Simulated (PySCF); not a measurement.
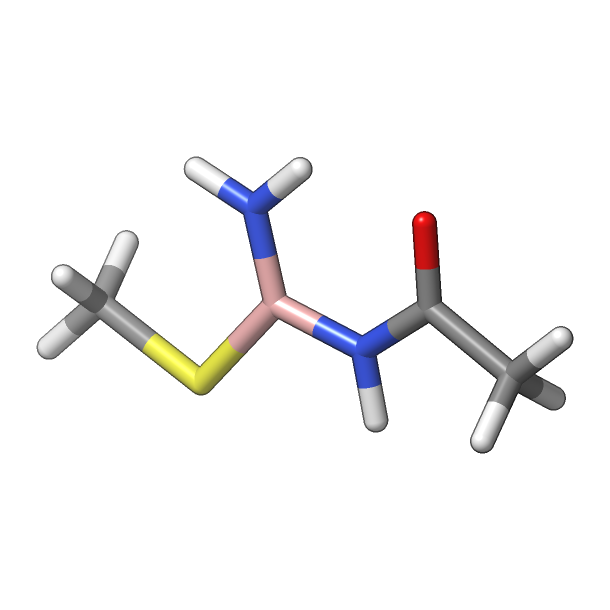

Stick drawing of a structure. Colours: carbon grey, sulfur yellow, boron pink, nitrogen blue, oxygen red, hydrogen white.

The computed structure is the end point of a GFN2-xTB optimisation. No frequency run is at hand to confirm it as a minimum.

Question: Count the atoms of each element.

Answer: C₃H₉BN₂OS, 17 atoms: 3 carbon, 9 hydrogen, 1 boron, 2 nitrogen, 1 oxygen and 1 sulfur.

Question: What is its SMILES?

Answer: CSB(N)NC(C)=O

Question: Name functional groups in it.

Answer: Among them: amide.

The parts below concern this one geometry. Atoms keep their numbers from picture to picture.

## Shape

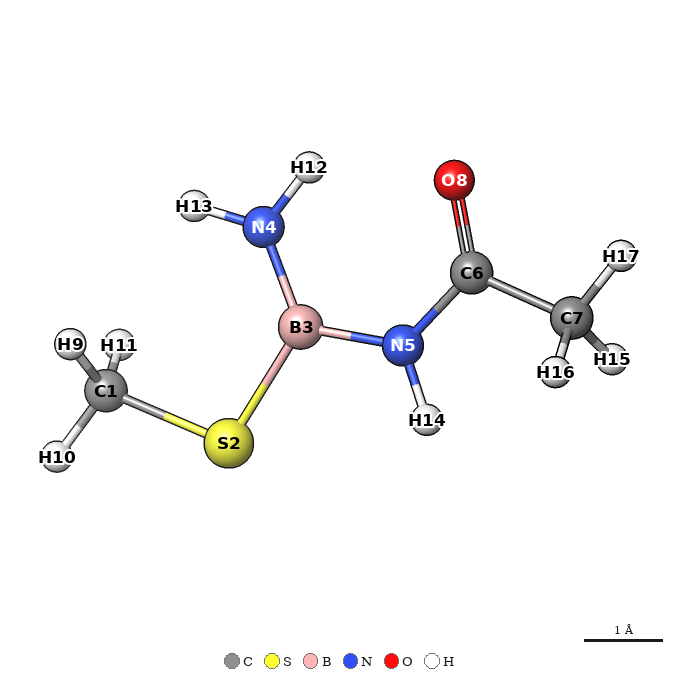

No frequency run is at hand to confirm it as a minimum.

List the bonds and their lengths.

```csv
bond,length (Å),order
C1–S2,1.824,single
C1–H9,1.086,single
C1–H10,1.085,single
C1–H11,1.086,single
S2–B3,1.820,single
B3–N4,1.382,single
B3–N5,1.449,single
N4–H12,1.010,single
N4–H13,1.003,single
N5–C6,1.364,single
N5–H14,1.010,single
C6–C7,1.513,single
C6–O8,1.214,double
C7–H15,1.088,single
C7–H16,1.088,single
C7–H17,1.086,single
```

## Electronic properties

No frequency run is at hand to confirm it as a minimum. Properties computed with PBE0/pcSseg-1, gas phase (PySCF 2.14.0).

Question: Estimate the dipole moment.

Answer: 1.24 D.

Question: Give the HOMO energy (Kohn–Sham orbital) at this level.

Answer: −6.76 eV.

Question: Give the HOMO–LUMO gap at this level.

Answer: 6.90 eV.

## Quadrupole coupling

No frequency run is at hand to confirm it as a minimum. Electric field gradients from the ground-state density, PBE0/pcSseg-1 (PySCF 2.14.0), non-relativistic apart from any core potentials.

Give the largest field-gradient component, the quadrupole coupling constant and the asymmetry for 33S at S2 (Q = −67.81 mb), 11B at B3 (Q = 40.59 mb), 14N at N4 (Q = 20.44 mb), 14N at N5 (Q = 20.44 mb), 17O at O8 (Q = −25.6 mb), 2H at H9 (Q = 2.86 mb), 2H at H10 (Q = 2.86 mb).

```csv
atom,V_zz (a.u.),e²qQ/h (MHz),η
S2,2.215,−35.3,0.82
B3,0.267,2.55,0.43
N4,−0.682,−3.27,0.45
N5,−0.657,−3.15,0.58
O8,−1.681,10.11,0.05
H9,0.314,0.211,0.02
H10,0.318,0.213,0.04
```

## Charges

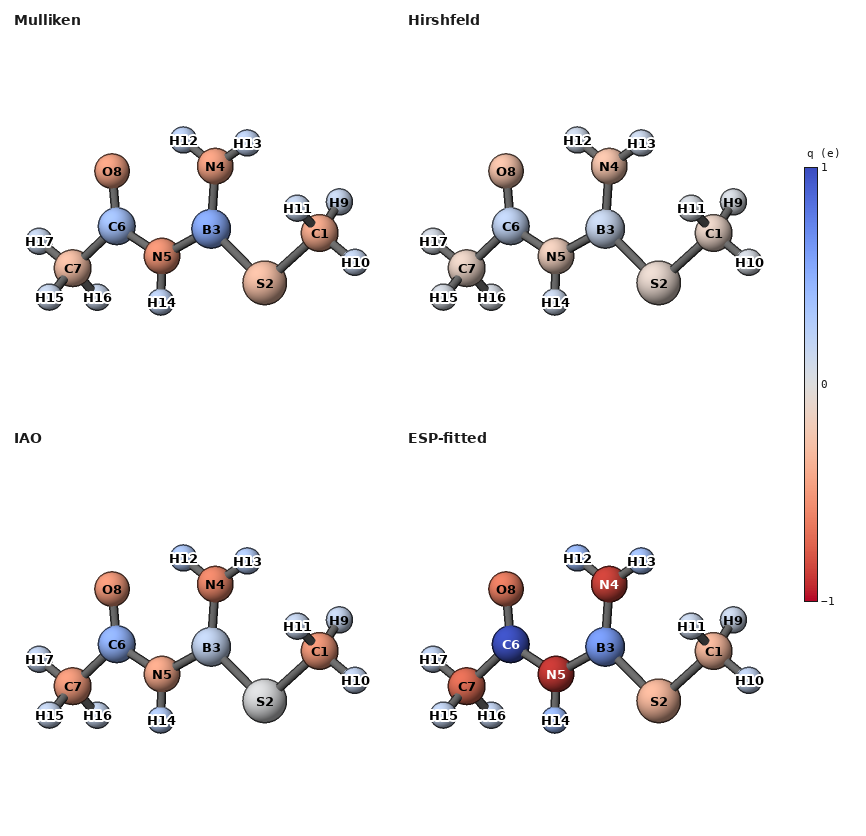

Atomic charges of one calculation by 4 schemes, on one colour scale. No frequency run is at hand to confirm it as a minimum. Method: PBE0/pcSseg-1 (PySCF 2.14.0).

Question: Which scheme gives the most polar picture (largest mean size of the charges)?

Answer: The ESP-fitted charges are the largest in size here, and the Hirshfeld charges the smallest.

Question: On which atom do the schemes disagree most?

Answer: On C6 (from 0.19 to 0.97 e).

List the charges (e), one line for each set of equivalent atoms.

```csv
atom,Mulliken,Hirshfeld,IAO,ESP-fitted
C1,−0.40,−0.11,−0.50,−0.32
S2,−0.28,−0.08,0.01,−0.32
B3,0.51,0.14,0.17,0.60
N4,−0.45,−0.26,−0.57,−0.85
N5,−0.51,−0.17,−0.41,−0.88
C6,0.36,0.19,0.46,0.97
C7,−0.27,−0.12,−0.48,−0.69
O8,−0.44,−0.26,−0.49,−0.62
H9,0.15,0.05,0.15,0.12
H10,0.16,0.05,0.17,0.19
H11,0.15,0.05,0.15,0.12
H12,0.22,0.10,0.29,0.39
H13,0.19,0.12,0.27,0.36
H14,0.21,0.13,0.27,0.40
H15,0.14,0.05,0.16,0.18
H16,0.14,0.05,0.16,0.17
H17,0.14,0.05,0.17,0.18
```

Mulliken values depend strongly on the basis set and can even reverse the polarity of a bond. The geometry is semi-empirical. Around B such bond lengths and angles can be off by a tenth of an ångström or more and by several degrees, and values that hang on the shape move with them.
